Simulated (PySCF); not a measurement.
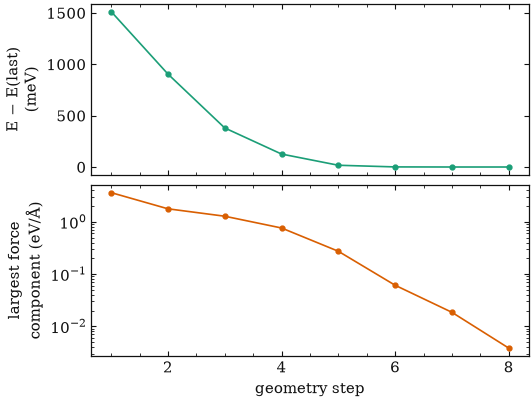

History of a geometry optimisation. The start has point group C2v, which is kept. A held symmetry can leave a saddle point.

- system: TiSCl2 molecule
- method: PySCF 2.14.0, RKS-based PBE, Ti def2-SVP, S def2-SVP, Cl def2-SVP; non-relativistic Hamiltonian; density fitting

> How did it end, and what did it gain?

The optimisation met its thresholds at geometry 8, counting the start as the first. The energy fell by about 1500 meV from the first step to the last. The largest force component goes from about 3.6 eV/Å at the start to 4 × 10⁻³ eV/Å at the end.

> By which step was nine tenths of the energy gained?

By step 4 of 8.
